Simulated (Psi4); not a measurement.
# Geometry relaxation, with input and output: BCl (part 3 of 3)

Continued. System: BCl, SMILES [B]Cl. Method: PBE0/STO-3G, RKS, dispersion D3(BJ) (Psi4 1.11). The geometry comes from this level: PBE0-D4/def2-TZVP.

Geometry of the input (Å):
```
B  -0.0000  -0.0000  -0.0697
Cl 0.0000  0.0000  1.6482
```

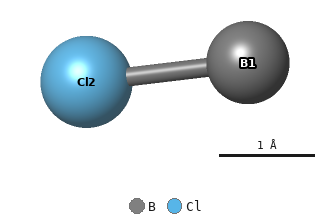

The geometry at step 2 of the log (ball-and-stick view, seen at a tilt; atoms are numbered from 1 in the order of the input).

## What the program printed, continued
```
 Multipole Moments:

 ------------------------------------------------------------------------------------
     Multipole            Electronic (a.u.)      Nuclear  (a.u.)        Total (a.u.)
 ------------------------------------------------------------------------------------

 L = 1.  Multiply by 2.5417464519 to convert [e a0] to [Debye]
 Dipole X            :         -0.0000000            0.0000000           -0.0000000
 Dipole Y            :         -0.0000000            0.0000000           -0.0000000
 Dipole Z            :         -1.0585524            0.9099637           -0.1485887
 Magnitude           :                                                    0.1485887

 ------------------------------------------------------------------------------------

	total time  =          0 seconds =       0.00 minutes

         ------------------------------------------------------------
                                   SCF GRAD
         ------------------------------------------------------------

  ==> Geometry <==

    Molecular point group: c1
    Full point group: C_inf_v

    Geometry (in Angstrom), charge = 0, multiplicity = 1:

       Center              X                  Y                   Z               Mass
    ------------   -----------------  -----------------  -----------------  -----------------
         B            0.000000000000     0.000000000000    -1.367445418674    11.009305360000
         CL           0.000000000000     0.000000000000     0.430515244930    34.968852682000

  Nuclear repulsion =   25.017267517285266

   => Molecular Quadrature <=

    Radial Scheme          =       TREUTLER
    Pruning Scheme         =           NONE
    Nuclear Scheme         =       TREUTLER

    Blocking Scheme        =         OCTREE
    BS radius alpha        =              1
    Pruning alpha          =              1
    Radial Points          =             75
    Spherical Points       =            302
    Total Points           =          39965
    Total Blocks           =            360
    Max Points             =            254
    Max Functions          =             14
    Weights Tolerance      =       1.00E-15

  -Total Gradient:
     Atom            X                  Y                   Z
    ------   -----------------  -----------------  -----------------
       1       -0.000000000000    -0.000000000000     0.001115541215
       2        0.000000000000    -0.000000000000    -0.001110440312

	total time  =          0 seconds =       0.00 minutes

    			-----------------------------------------

    			 OPTKING 3.0: for geometry optimizations

    			        with contributions from

    			-----------------------------------------

	                            ===> Fragment 1 <==

	 Z (Atomic Numbers)          Masses                          Geom
	       5.000000            11.009305          0.00000000  0.00000000 -2.58409733
	      17.000000            34.968853          0.00000000  0.00000000  0.81355591

	 - Coordinate -           - BOHR/RAD -       - ANG/DEG -
	 R(1,2)           =         3.397653           1.797961

	        --- Internal Coordinate Step in ANG or DEG, aJ/ANG or AJ/DEG ---
	-------------------------------------------------------------------------------
	           Coordinate      Previous         Force          Change          New
	           ----------      --------        ------          ------        ------
	               R(1,2)       1.79796        0.00917        0.00208       1.80004
	-------------------------------------------------------------------------------

	                                 ==> Convergence Check <==

	Measures of convergence in internal coordinates in au.

	Criteria marked as inactive (o), active & met (*), and active & unmet ( ).

	----------------------------------------------------------------------------------------------
	   Step    Total Energy     Delta E     Max Force     RMS Force      Max Disp      RMS Disp
	----------------------------------------------------------------------------------------------
	  Convergence Criteria     1.00e-06 *    3.00e-04 *             o    1.20e-03 *             o
	----------------------------------------------------------------------------------------------
	     3    -479.44958287   -9.21e-05      1.11e-03      1.11e-03 o    3.93e-03      3.93e-03 o  ~
	----------------------------------------------------------------------------------------------

Next Geometry in Ang
	Fragment 1 (Ang)

	    B   0.0000000000   0.0000000000  -1.3684848010
	   Cl   0.0000000000   0.0000000000   0.4315546273

    Structure for next step:
    Molecular point group: c1
    Full point group: C_inf_v

    Geometry (in Angstrom), charge = 0, multiplicity = 1:

    B            0.000000000000     0.000000000000    -1.369026430597
    CL           0.000000000000     0.000000000000     0.431012997693

gradient() will perform analytic gradient computation.

  ==> Geometry <==

    Molecular point group: c1
    Full point group: C_inf_v

    Geometry (in Angstrom), charge = 0, multiplicity = 1:

       Center              X                  Y                   Z               Mass
    ------------   -----------------  -----------------  -----------------  -----------------
         B            0.000000000000     0.000000000000    -1.369026430597    11.009305360000
         CL           0.000000000000     0.000000000000     0.431012997693    34.968852682000

  Running in c1 symmetry.

  Rotational constants: A = ************  B =      0.62136  C =      0.62136 [cm^-1]
  Rotational constants: A = ************  B =  18627.87997  C =  18627.87997 [MHz]
  Nuclear repulsion =   24.988376476667980

  Charge       = 0
  Multiplicity = 1
  Electrons    = 22
  Nalpha       = 11
  Nbeta        = 11

   => Molecular Quadrature <=

    Radial Scheme          =       TREUTLER
    Pruning Scheme         =           NONE
    Nuclear Scheme         =       TREUTLER

    Blocking Scheme        =         OCTREE
    BS radius alpha        =              1
    Pruning alpha          =              1
    Radial Points          =             75
    Spherical Points       =            302
    Total Points           =          39965
    Total Blocks           =            359
    Max Points             =            256
    Max Functions          =             14
    Weights Tolerance      =       1.00E-15

   => Auxiliary Basis Set <=

  Basis Set: (STO-3G AUX)
    Blend: DEF2-UNIVERSAL-JKFIT
    Number of shells: 63
    Number of basis functions: 203
    Number of Cartesian functions: 244
    Spherical Harmonics?: true
    Max angular momentum: 4

  Cached 100.0% of DFT collocation blocks in 0.013 [GiB].

  Minimum eigenvalue in the overlap matrix is 3.4981422075E-01.
  Reciprocal condition number of the overlap matrix is 2.0403608429E-01.
    Using symmetric orthogonalization.

  ==> Iterations <==

                           Total Energy        Delta E     RMS |[F,P]|

   @DF-RKS iter   0:  -479.44925062654909   -4.79449e+02   2.83398e-04
   @DF-RKS iter   1:  -479.44958477571532   -3.34149e-04   5.45714e-05 DIIS
   @DF-RKS iter   2:  -479.44958470550279    7.02125e-08   5.85878e-05 DIIS
   @DF-RKS iter   3:  -479.44958539651486   -6.91012e-07   1.36418e-06 DIIS
   @DF-RKS iter   4:  -479.44958539682875   -3.13889e-10   7.88564e-08 DIIS
   @DF-RKS iter   5:  -479.44958539682983   -1.08002e-12   1.12199e-08 DIIS
   @DF-RKS iter   6:  -479.44958539682983    0.00000e+00   5.14772e-11 DIIS
  Energy and wave function converged.

  ==> Post-Iterations <==

   Electrons on quadrature grid:
      Ntotal   =   22.0000004818 ; deviation = 4.818e-07

    Orbital Energies [Eh]
    ---------------------

    Doubly Occupied:

       1A   -100.647491     2A     -9.349251     3A     -7.095578
       4A     -7.087080     5A     -7.087080     6A     -6.598714
       7A     -0.810777     8A     -0.433486     9A     -0.312523
      10A     -0.312523    11A     -0.189306

    Virtual:

      12A      0.044665    13A      0.044665    14A      0.267665

    Final Occupation by Irrep:
              A
    DOCC [    11 ]
    NA   [    11 ]
    NB   [    11 ]

  @DF-RKS Final Energy:  -479.44958539682983

   => Energetics <=

    Nuclear Repulsion Energy =             24.9883764766679803
    One-Electron Energy =                -711.8842614302618585
    Two-Electron Energy =                 231.6521931436307966
    DFT Exchange-Correlation Energy =     -24.2050581606933726
    Empirical Dispersion Energy =          -0.0008354261733965
    VV10 Nonlocal Energy =                  0.0000000000000000
    Total Energy =                       -479.4495853968298320

Computation Completed

Properties will be evaluated at   0.000000,   0.000000,   0.000000 [a0]

Properties computed using the SCF density matrix

 Multipole Moments:

 ------------------------------------------------------------------------------------
     Multipole            Electronic (a.u.)      Nuclear  (a.u.)        Total (a.u.)
 ------------------------------------------------------------------------------------

 L = 1.  Multiply by 2.5417464519 to convert [e a0] to [Debye]
 Dipole X            :          0.0000000            0.0000000            0.0000000
 Dipole Y            :          0.0000000            0.0000000            0.0000000
 Dipole Z            :         -1.0644781            0.9110158           -0.1534623
 Magnitude           :                                                    0.1534623

 ------------------------------------------------------------------------------------

	total time  =          1 seconds =       0.02 minutes

         ------------------------------------------------------------
                                   SCF GRAD
         ------------------------------------------------------------

  ==> Geometry <==

    Molecular point group: c1
    Full point group: C_inf_v

    Geometry (in Angstrom), charge = 0, multiplicity = 1:

       Center              X                  Y                   Z               Mass
    ------------   -----------------  -----------------  -----------------  -----------------
         B            0.000000000000     0.000000000000    -1.369026430597    11.009305360000
         CL           0.000000000000     0.000000000000     0.431012997693    34.968852682000

  Nuclear repulsion =   24.988376476667980

   => Molecular Quadrature <=

    Radial Scheme          =       TREUTLER
    Pruning Scheme         =           NONE
    Nuclear Scheme         =       TREUTLER

    Blocking Scheme        =         OCTREE
    BS radius alpha        =              1
    Pruning alpha          =              1
    Radial Points          =             75
    Spherical Points       =            302
    Total Points           =          39965
    Total Blocks           =            359
    Max Points             =            256
    Max Functions          =             14
    Weights Tolerance      =       1.00E-15

  -Total Gradient:
     Atom            X                  Y                   Z
    ------   -----------------  -----------------  -----------------
       1       -0.000000000000    -0.000000000000     0.000189308842
       2        0.000000000000    -0.000000000000    -0.000184306868

	total time  =          0 seconds =       0.00 minutes

    			-----------------------------------------

    			 OPTKING 3.0: for geometry optimizations

    			        with contributions from

    			-----------------------------------------

	                            ===> Fragment 1 <==

	 Z (Atomic Numbers)          Masses                          Geom
	       5.000000            11.009305          0.00000000  0.00000000 -2.58708501
	      17.000000            34.968853          0.00000000  0.00000000  0.81449652

	 - Coordinate -           - BOHR/RAD -       - ANG/DEG -
	 R(1,2)           =         3.401582           1.800039

	        --- Internal Coordinate Step in ANG or DEG, aJ/ANG or AJ/DEG ---
	-------------------------------------------------------------------------------
	           Coordinate      Previous         Force          Change          New
	           ----------      --------        ------          ------        ------
	               R(1,2)       1.80004        0.00154        0.00035       1.80039
	-------------------------------------------------------------------------------

	                                 ==> Convergence Check <==

	Measures of convergence in internal coordinates in au.

	Criteria marked as inactive (o), active & met (*), and active & unmet ( ).

	----------------------------------------------------------------------------------------------
	   Step    Total Energy     Delta E     Max Force     RMS Force      Max Disp      RMS Disp
	----------------------------------------------------------------------------------------------
	  Convergence Criteria     1.00e-06 *    3.00e-04 *             o    1.20e-03 *             o
	----------------------------------------------------------------------------------------------
	     4    -479.44958540   -2.52e-06      1.87e-04 *    1.87e-04 o    6.62e-04 *    6.62e-04 o  ~
	----------------------------------------------------------------------------------------------

Next Geometry in Ang
	Fragment 1 (Ang)

	    B   0.0000000000   0.0000000000  -1.3692016301
	   Cl   0.0000000000   0.0000000000   0.4311881972

    Final optimized geometry and variables:
    Molecular point group: c1
    Full point group: C_inf_v

    Geometry (in Angstrom), charge = 0, multiplicity = 1:

    B            0.000000000000     0.000000000000    -1.369026430597
    CL           0.000000000000     0.000000000000     0.431012997693

  Variable Map:
  ----------------------------------------------------------------------------
  "CURRENT ENERGY"                           =>    -479.449585396830
  "CURRENT REFERENCE ENERGY"                 =>    -479.449585396830
  "DD SOLVATION ENERGY"                      =>       0.000000000000
  "DFT FUNCTIONAL TOTAL ENERGY"              =>    -479.448749970656
  "DFT TOTAL ENERGY"                         =>    -479.449585396830
  "DFT VV10 ENERGY"                          =>       0.000000000000
  "DFT XC ENERGY"                            =>     -24.205058160693
  "DISPERSION CORRECTION ENERGY"             =>      -0.000835426173
  "GRID ELECTRONS ALPHA"                     =>      11.000000240897
  "GRID ELECTRONS BETA"                      =>      11.000000240897
  "GRID ELECTRONS TOTAL"                     =>      22.000000481793
  "NUCLEAR REPULSION ENERGY"                 =>      24.988376476668
  "ONE-ELECTRON ENERGY"                      =>    -711.884261430262
  "OPTIMIZATION ITERATIONS"                  =>       4.000000000000
  "PBE0-D3(BJ) DISPERSION CORRECTION ENERGY" =>      -0.000835426173
  "PCM POLARIZATION ENERGY"                  =>       0.000000000000
  "PE ENERGY"                                =>       0.000000000000
  "SCF ITERATION ENERGY"                     =>    -479.449585396830
  "SCF ITERATIONS"                           =>       6.000000000000
  "SCF TOTAL ENERGY"                         =>    -479.449585396830
  "TWO-ELECTRON ENERGY"                      =>     231.652193143631
  "XC GRID RADIAL POINTS"                    =>      75.000000000000
  "XC GRID SPHERICAL POINTS"                 =>     302.000000000000
  "XC GRID TOTAL POINTS"                     =>   39965.000000000000

  Array Variable Map:
  ----------------------------------------------------------------------------
  "-D GRADIENT"                              =>       0.000000000000 ... 0.000006130534 2 by 3
  "CURRENT DIPOLE"                           =>       0.000000000000 ... -0.153462322831 1 by 3
  "CURRENT GRADIENT"                         =>      -0.000000000000 ... -0.000184306868 2 by 3
  "DFT TOTAL GRADIENT"                       =>      -0.000000000000 ... -0.000184306868 2 by 3
  "DISPERSION CORRECTION GRADIENT"           =>       0.000000000000 ... 0.000006130534 2 by 3
  "PBE0-D3(BJ) DISPERSION CORRECTION GRADIENT" =>       0.000000000000 ... 0.000006130534 2 by 3
  "SCF DIPOLE"                               =>       0.000000000000 ... -0.153462322831 1 by 3
  "SCF TOTAL ENERGIES"                       =>    -479.449250626549 ... -479.449585396830 1 by 7
  "SCF TOTAL GRADIENT"                       =>      -0.000000000000 ... -0.000184306868 2 by 3

    Psi4 run time: 0:00:03.03

[set-up sections that repeat, and orbital energies of the middle runs, are left out above]
```

## Standard output
```
Optimizer: Optimization complete!
```

## Trajectory as extended XYZ (Å, eV, eV/Å), 4 frames, from step=0 to step=3
```
2
Properties=species:S:1:pos:R:3:forces:R:3 step=0 energy=-13046.40002
B     0.0000    0.0000   -0.0697    0.0000   0.0000  -2.2632
Cl    0.0000    0.0000    1.6482    0.0000   0.0000   2.2624
2
Properties=species:S:1:pos:R:3:forces:R:3 step=1 energy=-13046.48528
B     0.0000    0.0000   -0.1212    0.0000   0.0000  -0.3505
Cl    0.0000    0.0000    1.6644    0.0000   0.0000   0.3501
2
Properties=species:S:1:pos:R:3:forces:R:3 step=2 energy=-13046.48778
B     0.0000    0.0000   -0.1306    0.0000   0.0000  -0.0574
Cl    0.0000    0.0000    1.6674    0.0000   0.0000   0.0571
2
Properties=species:S:1:pos:R:3:forces:R:3 step=3 energy=-13046.48785
B     0.0000    0.0000   -0.1322    0.0000   0.0000  -0.0097
Cl    0.0000    0.0000    1.6679    0.0000   0.0000   0.0095
```

## Key numbers

- outcome: converged
- total energy: −479.449585 hartree
- dispersion energy: −0.000835 hartree
- HOMO: −5.15 eV
- LUMO: 1.22 eV
- dipole moment: 0.39 D
- hardware: 1 thread of AMD EPYC (Zen 5), 16 GiB of memory available, shared host
- wall time: 3.9 s
- peak memory: 0.23 GiB
